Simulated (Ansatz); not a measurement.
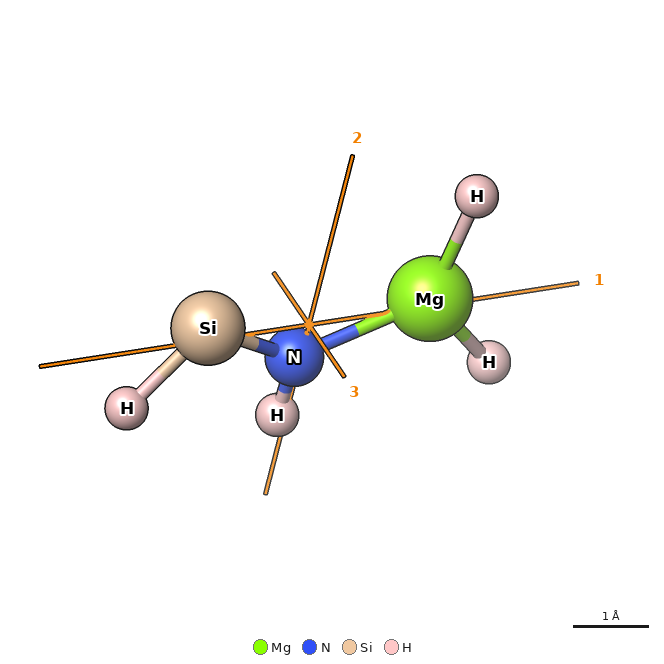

The three principal axes of inertia are drawn and numbered. Atoms fade into the background with distance from the viewer. The species has charge −1 and is a spin singlet. The computed structure is the end point of a PBE0-D4/def2-TZVPD optimisation. No frequency run is at hand to confirm it as a minimum. Masses are those of the most abundant isotopes; constants are for the rigid equilibrium geometry.

**Which line is the a axis (least moment of inertia), which b and which c?**

a is line 1, b is line 2, c is line 3; the moments are 14.6, 171, 185 u Å².

**What kind of rotor is it, and what are its rotational constants in cm⁻¹?**

An asymmetric top (Cs): A = 1.15, B = 0.0988, C = 0.0910 cm⁻¹. Ray's parameter κ is −0.99, close to the prolate limit.
